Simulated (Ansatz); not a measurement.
**SiO2: a line through an energy map**

Aim: follow the energy of SiO2 (P4_2/mnm, No. 136; 6 atoms in the cell) along one coordinate, normal strain along y, with the other held at amplitude of mode 4 (219 cm⁻¹) = −0.057 Å.

Method: DFT LDA, scalar-relativistic, plane waves, PAW, in Ansatz 0.2.0.

34 further runs of the same task are left out: 34 set aside as unsound or not needed. Runs told in other sessions of the task aren't counted.

### 1 The starting structure

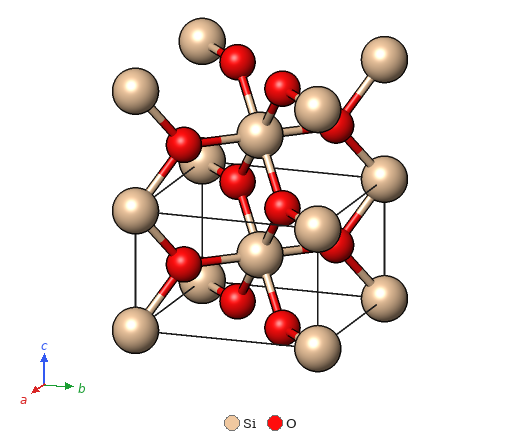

Start, viewed slightly off an axis; silicon light orange, oxygen red. 1×1×2 cells are drawn. Atoms on the faces are drawn again on the opposite ones.

Structure file:

```
Si O
1.0
     4.15515    0.00000    0.00000
     0.00000    4.15515    0.00000
     0.00000    0.00000    2.66131
Si O
2 4
Direct
  0.50000 0.50000 0.50000
  0.00000 0.00000 0.00000
  0.69443 0.69443 0.00000
  0.19443 0.80557 0.50000
  0.30557 0.30557 0.00000
  0.80557 0.19443 0.50000
```

It goes back to an entry of the Materials Project, which need not be the stable form.

It is the result of an earlier relaxation at this level (volume 7.66 Å³/atom; gap on the mesh: 5.82 eV).

### 2 What is varied

The energy is mapped over a normal mode and a strain (zone-centre modes of the cell shown) (x along [1 0 0], y along [0 1 0], z along [0 0 1] of the conventional cell).

First coordinate, amplitude of mode 4 (219 cm⁻¹), largest displacement in the unstrained cell: 11 values from −0.283 Å. Second coordinate, normal strain along y: 7 values from −7.00 %.

Nothing else is relaxed (the pattern is fixed in fractional coordinates). Energies count from the relaxed high-symmetry cell. Points are written as (first, second).

The modes come from a phonon run on the reference cell, made beforehand.

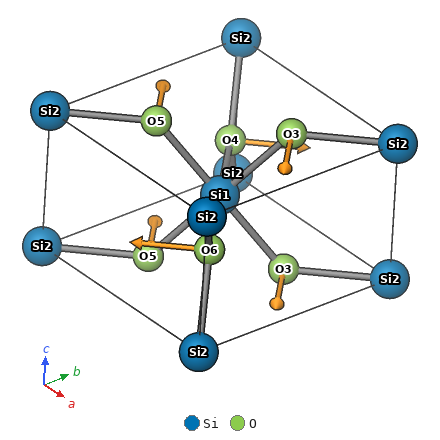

The reference structure; orange arrows give the pattern of the mode.

The patterns, per unit of each coordinate (Å):

| atom | x1 | y1 | z1 |
| --- | --- | --- | --- |
| Si1 | 0.000 | 0.000 | 0.000 |
| Si2 | 0.000 | 0.000 | 0.000 |
| O3 | 0.707 | -0.707 | 0.000 |
| O4 | 0.707 | 0.707 | 0.000 |
| O5 | -0.707 | 0.707 | 0.000 |
| O6 | -0.707 | -0.707 | 0.000 |

### 3 The run at (−0.057 Å, −7.00 %)

input.yaml reads:

```yaml
crystal:
  lattice:
    - [4.1551517022, 0.0, 0.0]
    - [0.0, 3.864291083, 0.0]
    - [0.0, 0.0, 2.6613102772]
  atoms:
    - { symbol: Si, position: [0.5, 0.5, 0.5] }
    - { symbol: Si, position: [0.0, 0.0, 0.0] }
    - { symbol: O, position: [0.6847933421, 0.7040572567, 0.0] }
    - { symbol: O, position: [0.1847933421, 0.7959427433, 0.5] }
    - { symbol: O, position: [0.3152066579, 0.2959427433, 0.0] }
    - { symbol: O, position: [0.8152066579, 0.2040572567, 0.5] }
basis:
  ecutwfc: 520.0
kpoints:
  mp_grid: { grid: [6, 6, 8] }
hamiltonian:
  xc: lda
  pseudopotentials: { kind: paw, azcp: { folder: soft_1 } }
scf:
  occupations: { method: gaussian, width: 0.05 }
output:
  forces: true
  stress: true
  eigenvalues: true
```

Run with:

```console
> ansatz run input.yaml --threads 2 --pin off --max-ram 4096MiB --backend cpu --events-out ev --progress --plain --runs-dir out
```

Output, shortened:

```text
Warning: <dir> the record states the generating functional pbe (its physics header spells it `PBE`), which answers neither for hamiltonian.xc's functional nor for the lda family's — results may be inconsistent (PPs are generated against a specific XC)
[...]
Warning: RAYON_NUM_THREADS=2 ignored (pool sized by the plan → 2); use --threads N
[...]
Pseudopotentials: kind: paw
Pseudopotential: Si, paw, valence charge 4, recommended cutoff 420 eV (normal), <dir>
Pseudopotential: O, paw, valence charge 6, recommended cutoff 420 eV (normal), <dir>
Functional definition: SPW92
[...]
Crystal: 6 atoms, lattice volume = 42.732 Å³
Basis set: ecut = 520 eV, 1145 PW (Γ)
Bands: 22, of which v1, the nominal top of the filled ones, is band 16 counted from 1 (15 counted from 0)
Symmetry: 8 space group operations
Space group: Pnnm (ITA 58), of the structure as read, at distance tolerance 3.5e-5 Å
k-points: 80 of 288
[...]
SCF iter   1: F=—  HF=-3447.478605 eV  |F-HF|=—  |Δ(HF+E_count)|=         —  Δρ=1.56e-1  dr2=7.91e0  ethr=3.10e-3  ⟨swp⟩=6.1  Hψ=9709  notcnv=0
[...]
SCF iter   7: F=-3445.084002 eV  HF=-3445.084002 eV  |F-HF|=1.66e-9  |Δ(HF+E_count)|=   7.08e-8  Δρ=3.97e-6  dr2=2.79e-9  ethr=2.85e-10  ⟨swp⟩=2.3  Hψ=5997  notcnv=0
[...]
SCF converged after 7 iterations
Free energy (F): -3445.084002 eV
[...]
E sigma→0 (E₀):  -3445.084002 eV
Fermi energy:    14.748798 eV
[...]
--- Forces (eV/Å), atoms counted from 1 ---
  atom   1  Si     0.00000000     0.00000000     0.00000000
  atom   2  Si     0.00000000     0.00000000    -0.00000000
  atom   3  O      0.36393631     0.54789128    -0.00000000
  atom   4  O      0.36393631    -0.54789128    -0.00000000
  atom   5  O     -0.36393631    -0.54789128     0.00000000
  atom   6  O     -0.36393631     0.54789128     0.00000000
[...]
--- Stress (GPa, compression-positive) ---
       20.845337      -0.000000      -0.000000
       -0.000000      41.921387       0.000000
       -0.000000       0.000000      16.684762
  P = ⅓ Tr σ = 26.4838 GPa (264.838 kbar)
--- Band table (eV; the first three rows and the last of 80) ---
  k-point 0: bands = ["-11.5652", "-7.5394", "-6.9699", "-6.9466", "0.3836", "4.6313", "4.9274", "5.0934", "5.4504", "6.1992", "7.9497", "8.3436", "8.9528", "10.5564", "11.1705", "11.6074", "17.8902", "18.6536", "19.8271", "20.6376", "23.0114"]
[...]
```

Wall time 6 s (2 threads of Arm Neoverse N1, shared host); peak memory 0.34 GiB.

That is 0.39 eV from the zero.

### 4 Grid point (−0.057 Å, −4.67 %)

input.yaml, as its differences from that of step 3:

```diff
@@ -3,3 +3,3 @@
     - [4.1551517022, 0.0, 0.0]
-    - [0.0, 3.864291083, 0.0]
+    - [0.0, 3.9611061177, 0.0]
     - [0.0, 0.0, 2.6613102772]
```

Run with:

```console
> ansatz run input.yaml --threads 2 --pin off --max-ram 4096MiB --backend cpu --events-out ev --progress --plain --runs-dir out
```

Output, shortened:

```text
[...]
SCF converged after 7 iterations
Free energy (F): -3445.308575 eV
[...]
E sigma→0 (E₀):  -3445.308575 eV
Fermi energy:    14.379901 eV
[...]
--- Forces (eV/Å), atoms counted from 1 ---
  atom   1  Si    -0.00000000     0.00000000     0.00000000
  atom   2  Si    -0.00000000    -0.00000000     0.00000000
  atom   3  O      0.29650692     0.33845198     0.00000000
  atom   4  O      0.29650692    -0.33845198     0.00000000
  atom   5  O     -0.29650692    -0.33845198     0.00000000
  atom   6  O     -0.29650692     0.33845198     0.00000000
[...]
--- Stress (GPa, compression-positive) ---
       13.620953       0.000000       0.000000
        0.000000      25.548299       0.000000
        0.000000       0.000000      10.074089
  P = ⅓ Tr σ = 16.4144 GPa (164.144 kbar)
--- Band table (eV; the first three rows and the last of 80) ---
  k-point 0: bands = ["-11.7412", "-7.7639", "-7.4584", "-7.3120", "0.0537", "4.3949", "4.4761", "4.7491", "5.2690", "5.8767", "7.7322", "7.9342", "8.5846", "10.2328", "10.5954", "11.1996", "17.5602", "17.8559", "19.5088", "20.0089", "22.4141"]
[...]
```

Wall time 5.3 s (2 threads of Arm Neoverse N1, shared host); peak memory 0.34 GiB.

That is 0.16 eV from the zero.

### 5 Point (−0.057 Å, −2.33 %)

input.yaml, as its differences from that of step 4:

```diff
@@ -3,3 +3,3 @@
     - [4.1551517022, 0.0, 0.0]
-    - [0.0, 3.9611061177, 0.0]
+    - [0.0, 4.0583366675, 0.0]
     - [0.0, 0.0, 2.6613102772]
```

Run with:

```console
> ansatz run input.yaml --threads 2 --pin off --max-ram 4096MiB --backend cpu --events-out ev --progress --plain --runs-dir out
```

Output, shortened:

```text
Warning: <dir> the record states the generating functional pbe (its physics header spells it `PBE`), which answers neither for hamiltonian.xc's functional nor for the lda family's — results may be inconsistent (PPs are generated against a specific XC)
[...]
Warning: RAYON_NUM_THREADS=2 ignored (pool sized by the plan → 2); use --threads N
[...]
[... 4 set-up lines as earlier in the session ...]
[...]
Crystal: 6 atoms, lattice volume = 44.878 Å³
Basis set: ecut = 520 eV, 1193 PW (Γ)
Bands: 22, of which v1, the nominal top of the filled ones, is band 16 counted from 1 (15 counted from 0)
[... 1 set-up line as earlier in the session ...]
Space group: Pnnm (ITA 58), of the structure as read, at distance tolerance 3.6e-5 Å
k-points: 80 of 288
[...]
SCF iter   1: F=—  HF=-3447.608330 eV  |F-HF|=—  |Δ(HF+E_count)|=         —  Δρ=1.45e-1  dr2=7.37e0  ethr=3.10e-3  ⟨swp⟩=6.1  Hψ=9710  notcnv=0
[...]
SCF iter   7: F=-3445.428942 eV  HF=-3445.428942 eV  |F-HF|=4.52e-9  |Δ(HF+E_count)|=   2.39e-8  Δρ=5.72e-6  dr2=6.89e-9  ethr=3.13e-10  ⟨swp⟩=9.4  Hψ=8425  notcnv=0
[...]
SCF converged after 7 iterations
Free energy (F): -3445.428942 eV
[...]
E sigma→0 (E₀):  -3445.428942 eV
Fermi energy:    13.933172 eV
[...]
--- Forces (eV/Å), atoms counted from 1 ---
  atom   1  Si     0.00000000     0.00000000     0.00000000
  atom   2  Si     0.00000000     0.00000000     0.00000000
  atom   3  O      0.20836009     0.11157602     0.00000000
  atom   4  O      0.20836009    -0.11157602     0.00000000
  atom   5  O     -0.20836009    -0.11157602     0.00000000
  atom   6  O     -0.20836009     0.11157602     0.00000000
[...]
--- Stress (GPa, compression-positive) ---
        7.497591       0.000000       0.000000
        0.000000      10.558753       0.000000
        0.000000       0.000000       4.435026
  P = ⅓ Tr σ = 7.4971 GPa (74.971 kbar)
--- Band table (eV; the first three rows and the last of 80) ---
  k-point 0: bands = ["-11.9075", "-7.9802", "-7.9129", "-7.6564", "-0.2548", "4.0579", "4.1727", "4.4282", "5.0982", "5.5680", "7.5243", "7.5557", "8.2419", "9.9242", "10.0427", "10.8090", "17.0573", "17.2456", "19.2009", "19.4081", "21.8479"]
[...]
```

It took 5.3 s on 2 threads of Arm Neoverse N1, shared host; peak memory 0.34 GiB.

On the map this point reads 0.043 eV.

### 6 Grid point (−0.057 Å, 0.00 %)

input.yaml, as its differences from that of step 5:

```diff
@@ -3,3 +3,3 @@
     - [4.1551517022, 0.0, 0.0]
-    - [0.0, 4.0583366675, 0.0]
+    - [0.0, 4.1551517022, 0.0]
     - [0.0, 0.0, 2.6613102772]
```

Run with:

```console
> ansatz run input.yaml --threads 2 --pin off --max-ram 4096MiB --backend cpu --events-out ev --progress --plain --runs-dir out
```

Output, shortened:

```text
Warning: <dir> the record states the generating functional pbe (its physics header spells it `PBE`), which answers neither for hamiltonian.xc's functional nor for the lda family's — results may be inconsistent (PPs are generated against a specific XC)
[...]
Warning: RAYON_NUM_THREADS=2 ignored (pool sized by the plan → 2); use --threads N
[...]
[... 4 set-up lines as earlier in the session ...]
[...]
Crystal: 6 atoms, lattice volume = 45.948 Å³
Basis set: ecut = 520 eV, 1217 PW (Γ)
Bands: 22, of which v1, the nominal top of the filled ones, is band 16 counted from 1 (15 counted from 0)
[... 2 set-up lines as earlier in the session ...]
k-points: 80 of 288
[...]
SCF iter   1: F=—  HF=-3447.544302 eV  |F-HF|=—  |Δ(HF+E_count)|=         —  Δρ=1.40e-1  dr2=7.15e0  ethr=3.10e-3  ⟨swp⟩=6.1  Hψ=9662  notcnv=0
[...]
SCF iter   7: F=-3445.453376 eV  HF=-3445.453376 eV  |F-HF|=8.43e-9  |Δ(HF+E_count)|=   3.23e-8  Δρ=7.17e-6  dr2=1.20e-8  ethr=3.13e-10  ⟨swp⟩=9.4  Hψ=8471  notcnv=0
[...]
SCF converged after 7 iterations
Free energy (F): -3445.453376 eV
[...]
E sigma→0 (E₀):  -3445.453376 eV
Fermi energy:    13.353915 eV
[...]
--- Forces (eV/Å), atoms counted from 1 ---
  atom   1  Si     0.00000000     0.00000000     0.00000000
  atom   2  Si     0.00000000     0.00000000     0.00000000
  atom   3  O      0.10361108    -0.12875836     0.00000000
  atom   4  O      0.10361108     0.12875836     0.00000000
  atom   5  O     -0.10361108     0.12875836     0.00000000
  atom   6  O     -0.10361108    -0.12875836     0.00000000
[...]
--- Stress (GPa, compression-positive) ---
        2.388108       0.000000       0.000000
        0.000000      -3.030334       0.000000
        0.000000       0.000000      -0.320891
  P = ⅓ Tr σ = -0.3210 GPa (-3.210 kbar)
--- Band table (eV; the first three rows and the last of 80) ---
  k-point 0: bands = ["-12.0632", "-8.3323", "-8.1869", "-7.9782", "-0.5409", "3.6735", "3.9648", "4.1314", "4.9387", "5.2740", "7.2087", "7.3273", "7.9256", "9.5167", "9.6322", "10.4382", "16.2697", "16.9469", "18.8356", "18.9037", "21.3113"]
[...]
```

Wall time 5.7 s (2 threads of Arm Neoverse N1, shared host); peak memory 0.34 GiB.

On the map this point reads 0.018 eV.

### 7 The run at (−0.057 Å, 2.33 %)

input.yaml, as its differences from that of step 6:

```diff
@@ -3,3 +3,3 @@
     - [4.1551517022, 0.0, 0.0]
-    - [0.0, 4.1551517022, 0.0]
+    - [0.0, 4.2519667369, 0.0]
     - [0.0, 0.0, 2.6613102772]
```

Run with:

```console
> ansatz run input.yaml --threads 2 --pin off --max-ram 4096MiB --backend cpu --events-out ev --progress --plain --runs-dir out
```

Output, shortened:

```text
[...]
SCF converged after 7 iterations
Free energy (F): -3445.391175 eV
[...]
E sigma→0 (E₀):  -3445.391175 eV
Fermi energy:    12.788842 eV
[...]
--- Forces (eV/Å), atoms counted from 1 ---
  atom   1  Si     0.00000000     0.00000000     0.00000000
  atom   2  Si     0.00000000     0.00000000     0.00000000
  atom   3  O     -0.01502102    -0.38156564     0.00000000
  atom   4  O     -0.01502102     0.38156564     0.00000000
  atom   5  O      0.01502102     0.38156564     0.00000000
  atom   6  O      0.01502102    -0.38156564     0.00000000
[...]
--- Stress (GPa, compression-positive) ---
       -1.858381       0.000000       0.000000
        0.000000     -15.387910       0.000000
        0.000000       0.000000      -4.334402
  P = ⅓ Tr σ = -7.1936 GPa (-71.936 kbar)
--- Band table (eV; the first three rows and the last of 80) ---
  k-point 0: bands = ["-12.2096", "-8.7215", "-8.3854", "-8.2801", "-0.8080", "3.3181", "3.7691", "3.8554", "4.7894", "4.9920", "6.8890", "7.1399", "7.6323", "9.0142", "9.3541", "10.0844", "15.4933", "16.6608", "18.2846", "18.6139", "20.7974"]
[...]
```

Run time: 5.5 s. Hardware: 2 threads of Arm Neoverse N1, shared host; peak memory 0.35 GiB.

On the map this point reads 0.08 eV.

### 8 Point (−0.057 Å, 7.00 %)

input.yaml, as its differences from that of step 7:

```diff
@@ -3,3 +3,3 @@
     - [4.1551517022, 0.0, 0.0]
-    - [0.0, 4.2519667369, 0.0]
+    - [0.0, 4.4460123214, 0.0]
     - [0.0, 0.0, 2.6613102772]
@@ -25 +25,5 @@
   eigenvalues: true
+  write_density: true
+  write_potential: true
+  elf: true
+  volumetric_format: npy
```

Run with:

```console
> ansatz run input.yaml --threads 2 --pin off --max-ram 4096MiB --backend cpu --events-out ev --progress --plain --runs-dir out
```

Output, shortened:

```text
[...]
SCF converged after 7 iterations
Free energy (F): -3445.036896 eV
[...]
E sigma→0 (E₀):  -3445.036896 eV
Fermi energy:    11.703107 eV
[...]
--- Forces (eV/Å), atoms counted from 1 ---
  atom   1  Si    -0.00000000    -0.00000000     0.00000000
  atom   2  Si     0.00000000     0.00000000     0.00000000
  atom   3  O     -0.28356900    -0.91847645     0.00000000
  atom   4  O     -0.28356900     0.91847645     0.00000000
  atom   5  O      0.28356900     0.91847645     0.00000000
  atom   6  O      0.28356900    -0.91847645     0.00000000
[...]
--- Stress (GPa, compression-positive) ---
       -8.192723       0.000000       0.000000
        0.000000     -36.810051       0.000000
        0.000000       0.000000     -10.516657
  P = ⅓ Tr σ = -18.5065 GPa (-185.065 kbar)
--- Band table (eV; the first three rows and the last of 80) ---
  k-point 0: bands = ["-12.4769", "-9.4196", "-8.8302", "-8.7602", "-1.2920", "2.6837", "3.3577", "3.4086", "4.4578", "4.5185", "6.3209", "6.7912", "7.1063", "8.0756", "8.8343", "9.4237", "13.9825", "16.1171", "17.2292", "18.0461", "19.8247", "20.6533"]
[...]
```

Run time: 8.2 s. Hardware: 2 threads of Arm Neoverse N1, shared host; peak memory 0.35 GiB.

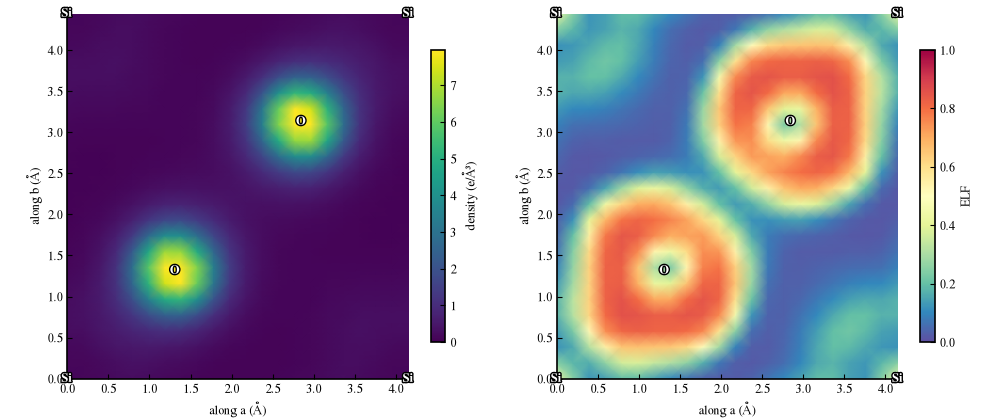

Density (left) and ELF (right) in a lattice plane of the grid's cell (edges 4.16 and 4.45 Å, at 0.000 of the third edge), which holds Si and O. Only atoms in the plane are labelled. Both are smooth fields of the valence electrons: close to the nuclei they are not physical.

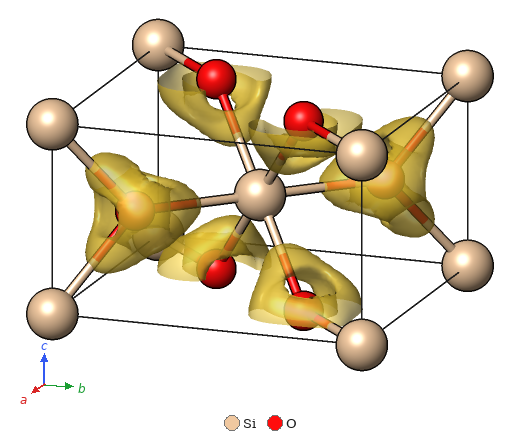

Surface of ELF = 0.80, drawn in one cell.

Maxima of ELF outside the ion cores: 0.86 on the O–Si line, 0.7 Å from O; 0.86 beside O, off the lines to its neighbours, 0.6 Å from O.

That is 0.43 eV from the zero.

### 9 What came out

| normal strain along y (%) | step | energy (eV) | slope (eV per %) | pressure (GPa) | band gap on the k-mesh (eV) | largest force on an atom (eV/Å) |
| --- | --- | --- | --- | --- | --- | --- |
| −7.00 | 3 | 0.39 | −0.12 | 26.5 | 6.28 | 0.66 |
| −4.67 | 4 | 0.16 | −0.07 | 16.4 | 6.36 | 0.45 |
| −2.33 | 5 | 0.043 | −0.03 | 7.5 | 6.25 | 0.24 |
| 0.00 | 6 | 0.018 | 0.01 | −0.3 | 5.83 | 0.17 |
| 2.33 | 7 | 0.08 | 0.04 | −7.2 | 5.41 | 0.38 |
| 4.67 | – | 0.22 | 0.08 | −13.2 | 4.98 | 0.66 |
| 7.00 | 8 | 0.43 | 0.11 | −18.5 | 4.56 | 0.96 |

Energies count from the relaxed high-symmetry cell. Rows without a step come from runs not printed here or follow by symmetry. Slopes come from the forces (and the stress, where the cell changes), not from differences of energies.

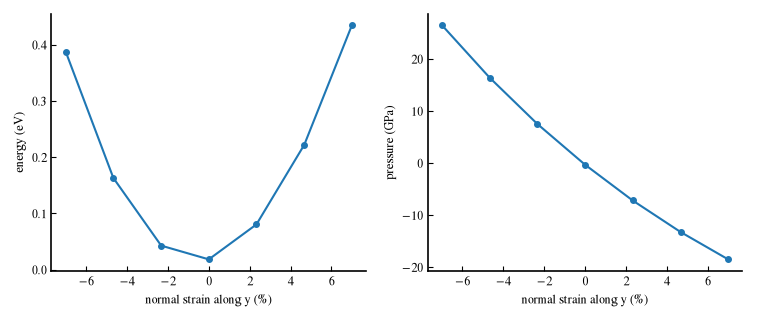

Energy and pressure along the line.

**Reading.** Of the points computed the energy is lowest at 0.00 %, 0.018 eV from the zero. A fit to energies and slopes at the lowest point and its two neighbours puts the minimum at −0.536 %, with a curvature of about 0.016 eV per %². The highest point computed, at 7.00 %, lies 0.42 eV above the lowest. This is one cut through a surface in two coordinates; the map's lowest point lies off it. A rigid map gives upper bounds: relaxing the other coordinates can only lower a point.

These are semilocal Kohn-Sham gaps, which aren't the measured quantity. Such gaps usually fall short of the measured ones.
